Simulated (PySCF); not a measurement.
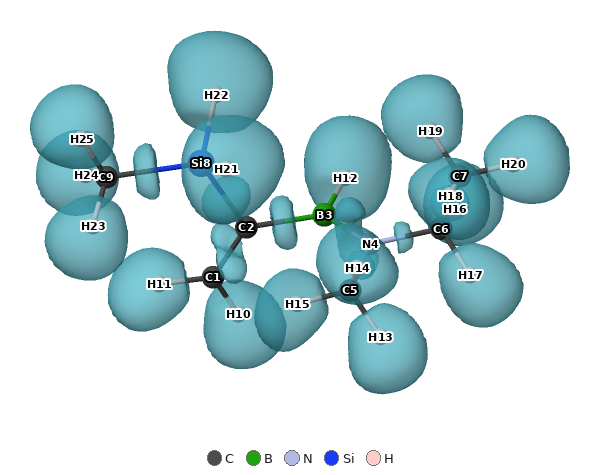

*C₆H₁₆BNSi (SMILES C=C(BN(C)CC)[SiH2]C). Isosurface of the electron localisation function at 0.85 (cyan), seen at a tilt. Only the valence region is drawn (cores and ρ < 0.01 e/Å³ removed).*

Geometry: GFN2-xTB.

Level of theory: PBE0/pcSseg-1, SCF density, gas phase, non-relativistic (PySCF 2.14.0).

Input

```
{"job": {"kind": "nmr", "xc": "PBE0", "basis": "pcSseg-1"}, "charge": 0, "multiplicity": 1}
C      1.742383     0.916666    -1.676339
C      1.153367     0.064902    -0.840995
B     -0.300955    -0.491628    -1.012987
N     -1.391190     0.161005    -0.466006
C     -1.299005     1.420296     0.239435
C     -2.733259    -0.388784    -0.480685
C     -3.098309    -1.077713     0.835477
Si     2.060718    -0.599062     0.680478
C      3.859728     0.003114     0.749484
H      1.234601     1.306262    -2.548802
H      2.755466     1.270577    -1.544516
H     -0.472032    -1.512325    -1.569869
H     -2.011652     2.140560    -0.174921
H     -1.516325     1.297696     1.304211
H     -0.293925     1.820145     0.134527
H     -2.796591    -1.118480    -1.289862
H     -3.452884     0.413500    -0.686023
H     -3.107501    -0.369793     1.660447
H     -2.372595    -1.857163     1.054955
H     -4.085375    -1.526715     0.759051
H      1.364590    -0.148495     1.901010
H      2.047188    -2.070990     0.673139
H      3.921162     1.083953     0.838216
H      4.413097    -0.288883    -0.138227
H      4.368361    -0.424506     1.607936
```

Launched as:

```sh
OMP_NUM_THREADS=1 python probes_run.py task.json out
```

Question: Identify the bonds, lone pairs and shells in this picture.

Answer: At this value the surface marks out one region between bonded B–C atoms (shared pairs), one region between bonded B–N atoms (shared pairs), two regions between bonded C–C atoms (shared pairs), two regions between bonded C–N atoms (shared pairs), two regions between bonded C–Si atoms (shared pairs) and 16 regions around hydrogen nuclei. Along the contacts the grid gives the following. C–C (1.33 Å): the ELF peaks at about 0.90 between the atoms; a multiple bond. B–N (1.38 Å): the ELF peaks at about 0.90 between the atoms (a short, strongly polar bond).
